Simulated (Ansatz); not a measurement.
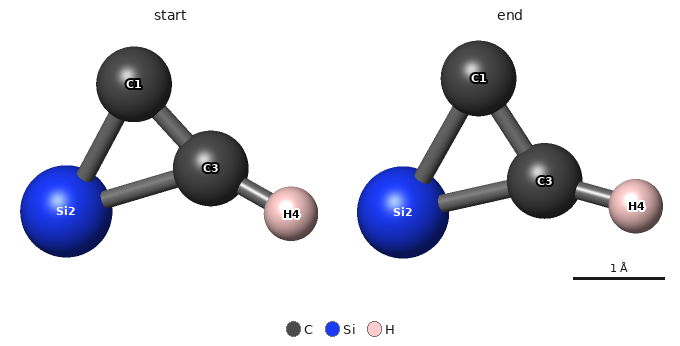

The structure of C2HSi (charge −1) before (left) and after (right) a relaxation, at one scale.

The picture is a ball-and-stick view, seen at a tilt.

Method: Ansatz, RKS r2SCAN-D4/pcseg-2.

Input file:
```yaml
crystal:
  periodic: [false, false, false]
  atoms:
    - {symbol: C, position_ang: [-0.084162, -0.884312, 0.651598]}
    - {symbol: Si, position_ang: [1.226732, 0.363035, 0.613269]}
    - {symbol: C, position_ang: [-0.376321, -0.026789, -0.219728]}
    - {symbol: H, position_ang: [-1.005574, 0.468570, -0.895380]}
basis:
  gaussian: {orbitals: pcseg-2}
total_charge: -1
hamiltonian: {xc: r2scan, dispersion: d4}
relax: {f_tol: 0.05, max_steps: 5, max_displacement: 0.05}
```

Launched with:
```bash
ansatz run in.yaml --threads 2 --pin off --events-out ev --progress --plain --max-ram 3481MiB
```

Summarise the run.

Answer. The relaxation stopped without meeting its thresholds, so the last structure isn't shown to be converged. It used up its limit of 5 steps. The atom that moves furthest after the best rigid fit is C3 (0.16 Å). By element the largest moves are C 0.16 Å, H 0.10 Å, Si 0.05 Å. Among the contacts that change: C1–Si2 1.810 → 1.938 Å, C1–C3 1.257 → 1.351 Å, Si2–C3 1.848 → 1.790 Å, C3–H4 1.048 → 1.091 Å. Among the angles between lasting bonds that change: C1–C3–H4 155.4° → 133.0°, Si2–C3–H4 135.4° → 152.3°, Si2–C1–C3 71.5° → 63.0°. The energy falls by 0.607 eV in 4 geometry steps. Largest force component: 5.5 eV/Å at the start, 0.34 eV/Å at the end. The run took 27 s on 2 threads of Intel Xeon @ 2.50GHz, with other jobs on the host.
